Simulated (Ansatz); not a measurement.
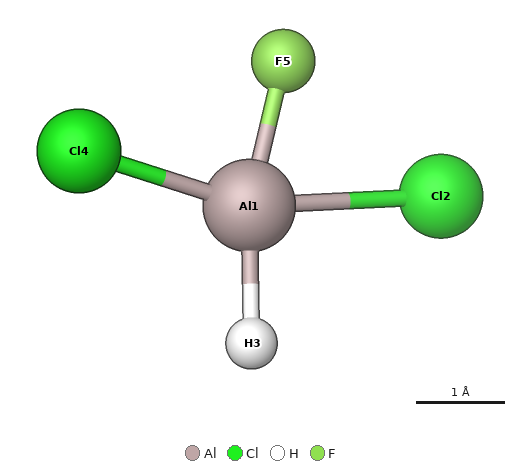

Figure 1. The structure as given in the input (ball-and-stick view, seen at a tilt; atoms are numbered from 1 in the order of the input). Sticks mark near contacts. Bond lengths as drawn: Al–Cl 2.18 to 2.40 Å, Al–F 1.74 Å and Al–H 1.58 Å.

## AlHCl2F: molecular dynamics (part 1 of 5)

- system: AlHCl2F, multiplicity 2
- method: UKS PBE-D4/def2-SVP (Ansatz 0.2.0)

It belongs to a series of runs on one base structure; here: dynamics from the highest image of the converged band. Figures and captions count atoms from 1; the log counts them from 0 in places.

### Input file
```yaml
crystal:
  periodic: [false, false, false]
  atoms:
    - { symbol: Al, position_ang: [-0.127032, -0.004663, 0.750179] }
    - { symbol: Cl, position_ang: [1.621872, 0.038546, 2.38665] }
    - { symbol: H, position_ang: [0.860773, -0.017187, -0.48369] }
    - { symbol: Cl, position_ang: [-2.119459, -0.038332, -0.130743] }
    - { symbol: F, position_ang: [-0.816353, 0.021636, 2.342603] }
magnetization:
  spin_polarized: true
  initial_magnetization: 1
basis:
  gaussian: { orbitals: def2-SVP }
hamiltonian:
  xc: pbe
  dispersion: d4
md:
  timestep: 0.5
  n_steps: 200
  ensemble: nve
  temperature: 300.0
  initial_velocities: maxwell_boltzmann
  seed: 3766
```

Run as:
```bash
ansatz run input.yaml --threads 2 --pin off --max-ram 3072MiB --backend cpu --events-out ev --progress --plain --runs-dir out
```

### Output
```
Engine: ansatz 0.2.0, aarch64-unknown-linux-gnu
Functional definition: PBE
  parameter kappa = 0.804
  parameter beta = 0.06672455060314922
  exchange = pbe_x(kappa = kappa, mu = beta*pi^2/3)
  correlation = pbe_c(beta = beta)
789 factors; their error is unknown
mean field evaluation 1: about -34344.9333 eV, gradient 2.8e1 eV
mean field evaluation 2: about -34314.6992 eV, gradient 9.3e1 eV
mean field evaluation 4: about -34347.2542 eV, gradient 1.3e1 eV
mean field evaluation 8: about -34348.4350 eV, gradient 2.6e0 eV
mean field evaluation 16: about -34348.4533 eV, gradient 6.2e-4 eV
mean field evaluation 32: about -34347.7689 eV, gradient 7.8e0 eV
mean field -34348.45333554 eV, -1262.2823778632 hartree, gradient 1.8e-5 eV, S^2 0.751355; 6 other end points of the search recorded, 0 dependent functions left out
the calculation of the forces begins
reference -34348.45336971 eV, -1262.2823791191 hartree; 29, 28 occupied and 44, 45 virtual orbitals, 789 factors
md step     0: t =     0.00 fs  T =   300.0 K  F+E_penalty+E_count = -34348.56633686 eV  E_kin = 0.116334 eV  conserved = -34348.45000286 eV  (156 SCF iters)
these checks for a lower state are left out or cut short: starts, cluster_reference, orbital_swaps, neighbouring_geometries, increment
789 factors; their error is unknown
mean field -34348.45258957 eV, -1262.2823504494 hartree, gradient 2.6e-5 eV, S^2 0.751358; 0 other end points of the search recorded, 0 dependent functions left out
the calculation of the forces begins
reference -34348.45262371 eV, -1262.2823517038 hartree; 29, 28 occupied and 44, 45 virtual orbitals, 789 factors
md step     1: t =     0.50 fs  T =   298.2 K  F+E_penalty+E_count = -34348.56564524 eV  E_kin = 0.115645 eV  conserved = -34348.45000054 eV  (35 SCF iters)
[... from here on the SCF iterations and repeated set-up lines of each step are left out, up to the last step ...]
md step     2: t =     1.00 fs  T =   293.1 K  F+E_penalty+E_count = -34348.56365951 eV  E_kin = 0.113672 eV  conserved = -34348.44998753 eV  (37 SCF iters)
md step     3: t =     1.50 fs  T =   285.3 K  F+E_penalty+E_count = -34348.56059489 eV  E_kin = 0.110630 eV  conserved = -34348.44996532 eV  (37 SCF iters)
md step     4: t =     2.00 fs  T =   275.6 K  F+E_penalty+E_count = -34348.55681389 eV  E_kin = 0.106878 eV  conserved = -34348.44993607 eV  (36 SCF iters)
md step     5: t =     2.50 fs  T =   265.3 K  F+E_penalty+E_count = -34348.55278318 eV  E_kin = 0.102879 eV  conserved = -34348.44990448 eV  (32 SCF iters)
md step     6: t =     3.00 fs  T =   255.6 K  F+E_penalty+E_count = -34348.54900288 eV  E_kin = 0.099127 eV  conserved = -34348.44987584 eV  (32 SCF iters)
md step     7: t =     3.50 fs  T =   247.7 K  F+E_penalty+E_count = -34348.54592430 eV  E_kin = 0.096069 eV  conserved = -34348.44985528 eV  (32 SCF iters)
md step     8: t =     4.00 fs  T =   242.5 K  F+E_penalty+E_count = -34348.54387043 eV  E_kin = 0.094024 eV  conserved = -34348.44984664 eV  (32 SCF iters)
md step     9: t =     4.50 fs  T =   240.2 K  F+E_penalty+E_count = -34348.54297717 eV  E_kin = 0.093126 eV  conserved = -34348.44985145 eV  (32 SCF iters)
md step    10: t =     5.00 fs  T =   240.6 K  F+E_penalty+E_count = -34348.54316939 eV  E_kin = 0.093301 eV  conserved = -34348.44986863 eV  (31 SCF iters)
md step    11: t =     5.50 fs  T =   243.1 K  F+E_penalty+E_count = -34348.54417766 eV  E_kin = 0.094283 eV  conserved = -34348.44989469 eV  (32 SCF iters)
md step    12: t =     6.00 fs  T =   246.7 K  F+E_penalty+E_count = -34348.54559146 eV  E_kin = 0.095667 eV  conserved = -34348.44992473 eV  (31 SCF iters)
md step    13: t =     6.50 fs  T =   250.1 K  F+E_penalty+E_count = -34348.54693576 eV  E_kin = 0.096982 eV  conserved = -34348.44995342 eV  (32 SCF iters)
md step    14: t =     7.00 fs  T =   252.1 K  F+E_penalty+E_count = -34348.54775368 eV  E_kin = 0.097778 eV  conserved = -34348.44997590 eV  (37 SCF iters)
md step    15: t =     7.50 fs  T =   251.9 K  F+E_penalty+E_count = -34348.54767963 eV  E_kin = 0.097690 eV  conserved = -34348.44998953 eV  (37 SCF iters)
md step    16: t =     8.00 fs  T =   248.8 K  F+E_penalty+E_count = -34348.54648778 eV  E_kin = 0.096495 eV  conserved = -34348.44999287 eV  (37 SCF iters)
md step    17: t =     8.50 fs  T =   242.7 K  F+E_penalty+E_count = -34348.54411469 eV  E_kin = 0.094129 eV  conserved = -34348.44998614 eV  (37 SCF iters)
md step    18: t =     9.00 fs  T =   233.9 K  F+E_penalty+E_count = -34348.54065524 eV  E_kin = 0.090684 eV  conserved = -34348.44997113 eV  (37 SCF iters)
md step    19: t =     9.50 fs  T =   222.8 K  F+E_penalty+E_count = -34348.53633676 eV  E_kin = 0.086387 eV  conserved = -34348.44995024 eV  (32 SCF iters)
md step    20: t =    10.00 fs  T =   210.3 K  F+E_penalty+E_count = -34348.53148093 eV  E_kin = 0.081554 eV  conserved = -34348.44992651 eV  (30 SCF iters)
md step    21: t =    10.50 fs  T =   197.4 K  F+E_penalty+E_count = -34348.52645872 eV  E_kin = 0.076556 eV  conserved = -34348.44990257 eV  (31 SCF iters)
md step    22: t =    11.00 fs  T =   185.1 K  F+E_penalty+E_count = -34348.52164692 eV  E_kin = 0.071766 eV  conserved = -34348.44988089 eV  (30 SCF iters)
md step    23: t =    11.50 fs  T =   174.1 K  F+E_penalty+E_count = -34348.51738863 eV  E_kin = 0.067525 eV  conserved = -34348.44986344 eV  (30 SCF iters)
md step    24: t =    12.00 fs  T =   165.3 K  F+E_penalty+E_count = -34348.51396111 eV  E_kin = 0.064109 eV  conserved = -34348.44985165 eV  (30 SCF iters)
md step    25: t =    12.50 fs  T =   159.1 K  F+E_penalty+E_count = -34348.51155199 eV  E_kin = 0.061706 eV  conserved = -34348.44984646 eV  (30 SCF iters)
md step    26: t =    13.00 fs  T =   155.7 K  F+E_penalty+E_count = -34348.51024410 eV  E_kin = 0.060396 eV  conserved = -34348.44984819 eV  (31 SCF iters)
md step    27: t =    13.50 fs  T =   155.1 K  F+E_penalty+E_count = -34348.51000916 eV  E_kin = 0.060152 eV  conserved = -34348.44985682 eV  (30 SCF iters)
md step    28: t =    14.00 fs  T =   156.9 K  F+E_penalty+E_count = -34348.51070956 eV  E_kin = 0.060838 eV  conserved = -34348.44987151 eV  (29 SCF iters)
md step    29: t =    14.50 fs  T =   160.4 K  F+E_penalty+E_count = -34348.51211011 eV  E_kin = 0.062219 eV  conserved = -34348.44989133 eV  (30 SCF iters)
md step    30: t =    15.00 fs  T =   165.0 K  F+E_penalty+E_count = -34348.51389699 eV  E_kin = 0.063983 eV  conserved = -34348.44991440 eV  (30 SCF iters)
md step    31: t =    15.50 fs  T =   169.6 K  F+E_penalty+E_count = -34348.51570719 eV  E_kin = 0.065769 eV  conserved = -34348.44993847 eV  (30 SCF iters)
md step    32: t =    16.00 fs  T =   173.3 K  F+E_penalty+E_count = -34348.51716526 eV  E_kin = 0.067204 eV  conserved = -34348.44996079 eV  (30 SCF iters)
md step    33: t =    16.50 fs  T =   175.2 K  F+E_penalty+E_count = -34348.51792699 eV  E_kin = 0.067948 eV  conserved = -34348.44997860 eV  (31 SCF iters)
md step    34: t =    17.00 fs  T =   174.7 K  F+E_penalty+E_count = -34348.51772507 eV  E_kin = 0.067736 eV  conserved = -34348.44998879 eV  (31 SCF iters)
md step    35: t =    17.50 fs  T =   171.3 K  F+E_penalty+E_count = -34348.51641356 eV  E_kin = 0.066424 eV  conserved = -34348.44998934 eV  (31 SCF iters)
md step    36: t =    18.00 fs  T =   165.1 K  F+E_penalty+E_count = -34348.51400061 eV  E_kin = 0.064022 eV  conserved = -34348.44997897 eV  (31 SCF iters)
md step    37: t =    18.50 fs  T =   156.5 K  F+E_penalty+E_count = -34348.51066468 eV  E_kin = 0.060706 eV  conserved = -34348.44995872 eV  (31 SCF iters)
md step    38: t =    19.00 fs  T =   146.5 K  F+E_penalty+E_count = -34348.50674232 eV  E_kin = 0.056812 eV  conserved = -34348.44993044 eV  (30 SCF iters)
md step    39: t =    19.50 fs  T =   136.1 K  F+E_penalty+E_count = -34348.50269040 eV  E_kin = 0.052792 eV  conserved = -34348.44989856 eV  (30 SCF iters)
md step    40: t =    20.00 fs  T =   126.7 K  F+E_penalty+E_count = -34348.49901837 eV  E_kin = 0.049150 eV  conserved = -34348.44986846 eV  (29 SCF iters)
md step    41: t =    20.50 fs  T =   119.5 K  F+E_penalty+E_count = -34348.49620421 eV  E_kin = 0.046359 eV  conserved = -34348.44984564 eV  (29 SCF iters)
md step    42: t =    21.00 fs  T =   115.5 K  F+E_penalty+E_count = -34348.49460861 eV  E_kin = 0.044774 eV  conserved = -34348.44983463 eV  (24 SCF iters)
md step    43: t =    21.50 fs  T =   114.9 K  F+E_penalty+E_count = -34348.49440612 eV  E_kin = 0.044568 eV  conserved = -34348.44983771 eV  (24 SCF iters)
md step    44: t =    22.00 fs  T =   117.8 K  F+E_penalty+E_count = -34348.49554991 eV  E_kin = 0.045696 eV  conserved = -34348.44985436 eV  (29 SCF iters)
md step    45: t =    22.50 fs  T =   123.5 K  F+E_penalty+E_count = -34348.49777877 eV  E_kin = 0.047897 eV  conserved = -34348.44988138 eV  (29 SCF iters)
md step    46: t =    23.00 fs  T =   130.9 K  F+E_penalty+E_count = -34348.50066526 eV  E_kin = 0.050751 eV  conserved = -34348.44991390 eV  (29 SCF iters)
md step    47: t =    23.50 fs  T =   138.6 K  F+E_penalty+E_count = -34348.50369264 eV  E_kin = 0.053746 eV  conserved = -34348.44994631 eV  (30 SCF iters)
md step    48: t =    24.00 fs  T =   145.4 K  F+E_penalty+E_count = -34348.50634293 eV  E_kin = 0.056370 eV  conserved = -34348.44997343 eV  (30 SCF iters)
md step    49: t =    24.50 fs  T =   150.1 K  F+E_penalty+E_count = -34348.50817791 eV  E_kin = 0.058187 eV  conserved = -34348.44999132 eV  (30 SCF iters)
md step    50: t =    25.00 fs  T =   151.9 K  F+E_penalty+E_count = -34348.50889992 eV  E_kin = 0.058901 eV  conserved = -34348.44999891 eV  (36 SCF iters)
md step    51: t =    25.50 fs  T =   150.6 K  F+E_penalty+E_count = -34348.50837996 eV  E_kin = 0.058385 eV  conserved = -34348.44999525 eV  (36 SCF iters)
md step    52: t =    26.00 fs  T =   146.2 K  F+E_penalty+E_count = -34348.50666272 eV  E_kin = 0.056681 eV  conserved = -34348.44998221 eV  (30 SCF iters)
md step    53: t =    26.50 fs  T =   139.2 K  F+E_penalty+E_count = -34348.50394280 eV  E_kin = 0.053981 eV  conserved = -34348.44996228 eV  (30 SCF iters)
md step    54: t =    27.00 fs  T =   130.5 K  F+E_penalty+E_count = -34348.50052678 eV  E_kin = 0.050588 eV  conserved = -34348.44993829 eV  (30 SCF iters)
md step    55: t =    27.50 fs  T =   120.9 K  F+E_penalty+E_count = -34348.49678752 eV  E_kin = 0.046874 eV  conserved = -34348.44991330 eV  (30 SCF iters)
md step    56: t =    28.00 fs  T =   111.5 K  F+E_penalty+E_count = -34348.49311687 eV  E_kin = 0.043227 eV  conserved = -34348.44989003 eV  (31 SCF iters)
md step    57: t =    28.50 fs  T =   103.2 K  F+E_penalty+E_count = -34348.48988268 eV  E_kin = 0.040012 eV  conserved = -34348.44987067 eV  (29 SCF iters)
md step    58: t =    29.00 fs  T =    96.8 K  F+E_penalty+E_count = -34348.48739305 eV  E_kin = 0.037536 eV  conserved = -34348.44985682 eV  (29 SCF iters)
md step    59: t =    29.50 fs  T =    92.9 K  F+E_penalty+E_count = -34348.48586917 eV  E_kin = 0.036020 eV  conserved = -34348.44984956 eV  (29 SCF iters)
md step    60: t =    30.00 fs  T =    91.7 K  F+E_penalty+E_count = -34348.48542710 eV  E_kin = 0.035578 eV  conserved = -34348.44984944 eV  (28 SCF iters)
md step    61: t =    30.50 fs  T =    93.4 K  F+E_penalty+E_count = -34348.48606917 eV  E_kin = 0.036212 eV  conserved = -34348.44985683 eV  (29 SCF iters)
md step    62: t =    31.00 fs  T =    97.5 K  F+E_penalty+E_count = -34348.48768246 eV  E_kin = 0.037812 eV  conserved = -34348.44987041 eV  (29 SCF iters)
md step    63: t =    31.50 fs  T =   103.6 K  F+E_penalty+E_count = -34348.49005034 eV  E_kin = 0.040161 eV  conserved = -34348.44988958 eV  (29 SCF iters)
md step    64: t =    32.00 fs  T =   110.8 K  F+E_penalty+E_count = -34348.49286891 eV  E_kin = 0.042956 eV  conserved = -34348.44991245 eV  (29 SCF iters)
md step    65: t =    32.50 fs  T =   118.2 K  F+E_penalty+E_count = -34348.49577569 eV  E_kin = 0.045839 eV  conserved = -34348.44993687 eV  (29 SCF iters)
md step    66: t =    33.00 fs  T =   124.9 K  F+E_penalty+E_count = -34348.49838565 eV  E_kin = 0.048426 eV  conserved = -34348.44996014 eV  (33 SCF iters)
md step    67: t =    33.50 fs  T =   129.9 K  F+E_penalty+E_count = -34348.50033486 eV  E_kin = 0.050356 eV  conserved = -34348.44997926 eV  (32 SCF iters)
md step    68: t =    34.00 fs  T =   132.4 K  F+E_penalty+E_count = -34348.50132797 eV  E_kin = 0.051337 eV  conserved = -34348.44999131 eV  (34 SCF iters)
md step    69: t =    34.50 fs  T =   132.0 K  F+E_penalty+E_count = -34348.50118415 eV  E_kin = 0.051190 eV  conserved = -34348.44999382 eV  (34 SCF iters)
md step    70: t =    35.00 fs  T =   128.7 K  F+E_penalty+E_count = -34348.49987422 eV  E_kin = 0.049889 eV  conserved = -34348.44998532 eV  (34 SCF iters)
md step    71: t =    35.50 fs  T =   122.7 K  F+E_penalty+E_count = -34348.49754129 eV  E_kin = 0.047575 eV  conserved = -34348.44996646 eV  (34 SCF iters)
md step    72: t =    36.00 fs  T =   114.9 K  F+E_penalty+E_count = -34348.49449424 eV  E_kin = 0.044555 eV  conserved = -34348.44993882 eV  (34 SCF iters)
md step    73: t =    36.50 fs  T =   106.4 K  F+E_penalty+E_count = -34348.49117473 eV  E_kin = 0.041268 eV  conserved = -34348.44990660 eV  (34 SCF iters)
md step    74: t =    37.00 fs  T =    98.6 K  F+E_penalty+E_count = -34348.48809290 eV  E_kin = 0.038218 eV  conserved = -34348.44987510 eV  (28 SCF iters)
md step    75: t =    37.50 fs  T =    92.6 K  F+E_penalty+E_count = -34348.48574431 eV  E_kin = 0.035894 eV  conserved = -34348.44985016 eV  (29 SCF iters)
md step    76: t =    38.00 fs  T =    89.4 K  F+E_penalty+E_count = -34348.48452105 eV  E_kin = 0.034685 eV  conserved = -34348.44983644 eV  (29 SCF iters)
md step    77: t =    38.50 fs  T =    89.7 K  F+E_penalty+E_count = -34348.48463791 eV  E_kin = 0.034801 eV  conserved = -34348.44983677 eV  (29 SCF iters)
md step    78: t =    39.00 fs  T =    93.5 K  F+E_penalty+E_count = -34348.48608952 eV  E_kin = 0.036239 eV  conserved = -34348.44985101 eV  (28 SCF iters)
md step    79: t =    39.50 fs  T =   100.0 K  F+E_penalty+E_count = -34348.48865077 eV  E_kin = 0.038774 eV  conserved = -34348.44987675 eV  (28 SCF iters)
md step    80: t =    40.00 fs  T =   108.3 K  F+E_penalty+E_count = -34348.49191780 eV  E_kin = 0.042009 eV  conserved = -34348.44990857 eV  (28 SCF iters)
md step    81: t =    40.50 fs  T =   117.2 K  F+E_penalty+E_count = -34348.49538449 eV  E_kin = 0.045443 eV  conserved = -34348.44994155 eV  (34 SCF iters)
md step    82: t =    41.00 fs  T =   125.2 K  F+E_penalty+E_count = -34348.49852859 eV  E_kin = 0.048559 eV  conserved = -34348.44996996 eV  (34 SCF iters)
md step    83: t =    41.50 fs  T =   131.3 K  F+E_penalty+E_count = -34348.50089704 eV  E_kin = 0.050908 eV  conserved = -34348.44998953 eV  (34 SCF iters)
md step    84: t =    42.00 fs  T =   134.5 K  F+E_penalty+E_count = -34348.50217050 eV  E_kin = 0.052172 eV  conserved = -34348.44999867 eV  (34 SCF iters)
md step    85: t =    42.50 fs  T =   134.6 K  F+E_penalty+E_count = -34348.50219686 eV  E_kin = 0.052200 eV  conserved = -34348.44999666 eV  (32 SCF iters)
md step    86: t =    43.00 fs  T =   131.6 K  F+E_penalty+E_count = -34348.50099832 eV  E_kin = 0.051013 eV  conserved = -34348.44998488 eV  (32 SCF iters)
md step    87: t =    43.50 fs  T =   125.8 K  F+E_penalty+E_count = -34348.49875143 eV  E_kin = 0.048786 eV  conserved = -34348.44996591 eV  (33 SCF iters)
md step    88: t =    44.00 fs  T =   118.1 K  F+E_penalty+E_count = -34348.49574970 eV  E_kin = 0.045807 eV  conserved = -34348.44994264 eV  (33 SCF iters)
md step    89: t =    44.50 fs  T =   109.4 K  F+E_penalty+E_count = -34348.49235785 eV  E_kin = 0.042440 eV  conserved = -34348.44991807 eV  (33 SCF iters)
md step    90: t =    45.00 fs  T =   100.8 K  F+E_penalty+E_count = -34348.48896424 eV  E_kin = 0.039069 eV  conserved = -34348.44989491 eV  (29 SCF iters)
md step    91: t =    45.50 fs  T =    93.0 K  F+E_penalty+E_count = -34348.48593698 eV  E_kin = 0.036062 eV  conserved = -34348.44987541 eV  (29 SCF iters)
md step    92: t =    46.00 fs  T =    87.0 K  F+E_penalty+E_count = -34348.48358723 eV  E_kin = 0.033726 eV  conserved = -34348.44986127 eV  (28 SCF iters)
md step    93: t =    46.50 fs  T =    83.3 K  F+E_penalty+E_count = -34348.48214109 eV  E_kin = 0.032287 eV  conserved = -34348.44985363 eV  (29 SCF iters)
md step    94: t =    47.00 fs  T =    82.2 K  F+E_penalty+E_count = -34348.48172080 eV  E_kin = 0.031868 eV  conserved = -34348.44985308 eV  (27 SCF iters)
md step    95: t =    47.50 fs  T =    83.7 K  F+E_penalty+E_count = -34348.48233511 eV  E_kin = 0.032475 eV  conserved = -34348.44985963 eV  (27 SCF iters)
md step    96: t =    48.00 fs  T =    87.7 K  F+E_penalty+E_count = -34348.48387852 eV  E_kin = 0.034006 eV  conserved = -34348.44987252 eV  (116 SCF iters)
md step    97: t =    48.50 fs  T =    93.5 K  F+E_penalty+E_count = -34348.48614077 eV  E_kin = 0.036250 eV  conserved = -34348.44989123 eV  (29 SCF iters)
md step    98: t =    49.00 fs  T =   100.3 K  F+E_penalty+E_count = -34348.48882285 eV  E_kin = 0.038909 eV  conserved = -34348.44991387 eV  (29 SCF iters)
md step    99: t =    49.50 fs  T =   107.3 K  F+E_penalty+E_count = -34348.49156465 eV  E_kin = 0.041626 eV  conserved = -34348.44993828 eV  (29 SCF iters)
md step   100: t =    50.00 fs  T =   113.5 K  F+E_penalty+E_count = -34348.49397994 eV  E_kin = 0.044018 eV  conserved = -34348.44996181 eV  (29 SCF iters)
md step   101: t =    50.50 fs  T =   117.9 K  F+E_penalty+E_count = -34348.49569910 eV  E_kin = 0.045717 eV  conserved = -34348.44998180 eV  (34 SCF iters)
md step   102: t =    51.00 fs  T =   119.7 K  F+E_penalty+E_count = -34348.49641493 eV  E_kin = 0.046420 eV  conserved = -34348.44999487 eV  (34 SCF iters)
md step   103: t =    51.50 fs  T =   118.4 K  F+E_penalty+E_count = -34348.49593022 eV  E_kin = 0.045931 eV  conserved = -34348.44999882 eV  (33 SCF iters)
md step   104: t =    52.00 fs  T =   114.0 K  F+E_penalty+E_count = -34348.49419510 eV  E_kin = 0.044203 eV  conserved = -34348.44999169 eV  (34 SCF iters)
md step   105: t =    52.50 fs  T =   106.7 K  F+E_penalty+E_count = -34348.49133202 eV  E_kin = 0.041358 eV  conserved = -34348.44997400 eV  (34 SCF iters)
md step   106: t =    53.00 fs  T =    97.2 K  F+E_penalty+E_count = -34348.48763350 eV  E_kin = 0.037687 eV  conserved = -34348.44994694 eV  (28 SCF iters)
md step   107: t =    53.50 fs  T =    86.7 K  F+E_penalty+E_count = -34348.48353507 eV  E_kin = 0.033621 eV  conserved = -34348.44991429 eV  (29 SCF iters)
md step   108: t =    54.00 fs  T =    76.5 K  F+E_penalty+E_count = -34348.47955684 eV  E_kin = 0.029676 eV  conserved = -34348.44988116 eV  (28 SCF iters)
md step   109: t =    54.50 fs  T =    68.0 K  F+E_penalty+E_count = -34348.47622381 eV  E_kin = 0.026371 eV  conserved = -34348.44985317 eV  (27 SCF iters)
md step   110: t =    55.00 fs  T =    62.3 K  F+E_penalty+E_count = -34348.47397783 eV  E_kin = 0.024142 eV  conserved = -34348.44983536 eV  (27 SCF iters)
md step   111: t =    55.50 fs  T =    60.0 K  F+E_penalty+E_count = -34348.47309952 eV  E_kin = 0.023269 eV  conserved = -34348.44983098 eV  (27 SCF iters)
md step   112: t =    56.00 fs  T =    61.4 K  F+E_penalty+E_count = -34348.47365790 eV  E_kin = 0.023817 eV  conserved = -34348.44984070 eV  (27 SCF iters)
md step   113: t =    56.50 fs  T =    66.1 K  F+E_penalty+E_count = -34348.47550020 eV  E_kin = 0.025638 eV  conserved = -34348.44986241 eV  (27 SCF iters)
```
